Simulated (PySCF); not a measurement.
SMILES CCC[CH2][Al]([CH3])[Cl] (C5H12AlCl) at its GFN2-xTB optimised geometry (Å):

```
19

Al     0.1485     1.6418     0.0000
Cl     2.1858     1.6418     0.0000
C     -0.7819     3.4036     0.0000
H     -1.8698     3.3189    -0.0358
H     -0.4763     4.0161    -0.8548
H     -0.5338     3.9893     0.8915
C     -0.8315    -0.1141     0.0157
C      0.1137    -1.3246     0.0764
C     -0.6195    -2.6645     0.1846
C     -1.3890    -3.0303    -1.0794
H     -1.5224    -0.1600     0.8683
H     -1.4734    -0.1966    -0.8695
H      0.7507    -1.3374    -0.8129
H      0.7743    -1.2200     0.9431
H      0.1138    -3.4489     0.3882
H     -1.3094    -2.6306     1.0314
H     -0.7225    -3.0452    -1.9390
H     -2.1858    -2.3173    -1.2744
H     -1.8374    -4.0161    -0.9765
```

Level of theory: CAM-B3LYP/def2-SVP run with PySCF.

Map of the electron localisation function on the plane z = 0.8 Å:

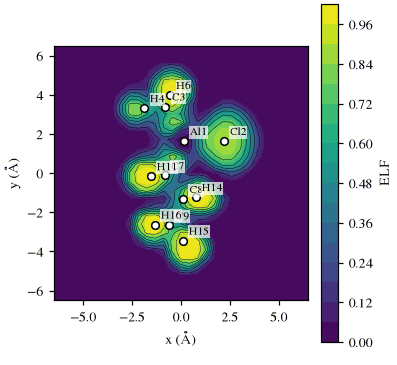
Electron localisation function on the plane z = 0.8 Å.
